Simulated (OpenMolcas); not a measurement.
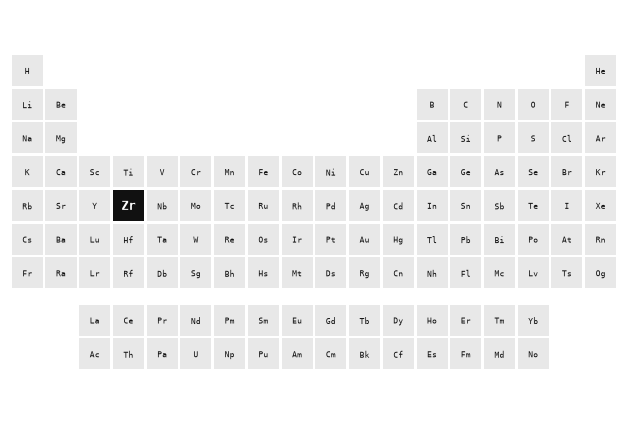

The place of zirconium in the periodic table.

**Zr³⁺: multiconfigurational calculation**

System: Zr³⁺.
Method: state-averaged CASSCF, active space 1 electron in the shells 4d 5d, basis ANO-R2, X2C scalar Hamiltonian, spin-orbit coupling by RASSI with atomic mean-field integrals (OpenMolcas).

**Input file**
```
&GATEWAY
Coord
1

Zr 0.0 0.0 0.0
Basis=ANO-R2
Group=XYZ
NoMove
AngMom=0.0 0.0 0.0
AMFI
&SEWARD
&RASSCF
FileOrb=start.orb
Symmetry=1
Spin=2
nActEl=1 0 0
Inactive=9 9
Ras2=5 0
CIRoot=5 5 1
SDav=5
CIMx=300
Iter=120 100
PrWF=0.3
OrbListing=Nothing
MaxOrb=0
Atom
>>> COPY $Project.JobIph JOBPRE
&RASSCF
FileOrb=start.orb
Symmetry=1
Spin=2
nActEl=2 0 0
Inactive=9 9
Ras2=10 0
CIRoot=10 10 1
SDav=10
CIMx=300
Iter=67 100
PrWF=0.3
OrbListing=Nothing
MaxOrb=0
Atom
CIOnly
>>> COPY $Project.JobIph JOB001
```

The file start.orb holds starting orbitals from an earlier step.

Launched with:
```bash
OMP_NUM_THREADS=1 MOLCAS_MEM=2252 MOLCAS_PROJECT=a pymolcas a.inp > a.log  # once for each step of the input, in one work folder
```

**The program's output (extracts)**
```
--- SEWARD ---
Basis set label: ZR.ANO-R...7S5P4D2F1G.

      Electronic valence basis set:
      ------------------
      Associated Effective Charge  40.000000 au
      Associated Actual Charge     40.000000 au
      Nuclear Model: Finite nucleus - Gaussian distribution
        Gaussian exponent, Xi/bohr**(-2):  2.25444E+08

      Shell  nPrim  nBasis  Cartesian Spherical Contaminant
         s      23       7        X
         p      15       5        X
         d      12       4                 X
         f       6       2                 X
         g       5       1                 X
                  Relativistic X2C integrals
                  Atomic mean-field integrals
--- RASSCF ---

 Nr of active orbitals     NAC=  10
 Spin degeneracy         ISPIN=   2
 There can be no such wave function.
 ************************************************
--- Stop Module: rasscf at  /rc=_RC_INPUT_ERROR_ ---
.####################.
.# User input error #.
.####################.
```

**What the run reported**

- outcome: refused by the program
- hardware: 1 thread of Arm Neoverse V2, 24 GiB of memory available, shared host

**Diagnosis**

The input is odd on purpose: wrong electron count. The program refused the input; the driver noted: RASSCF spin 2: _RC_INPUT_ERROR_.
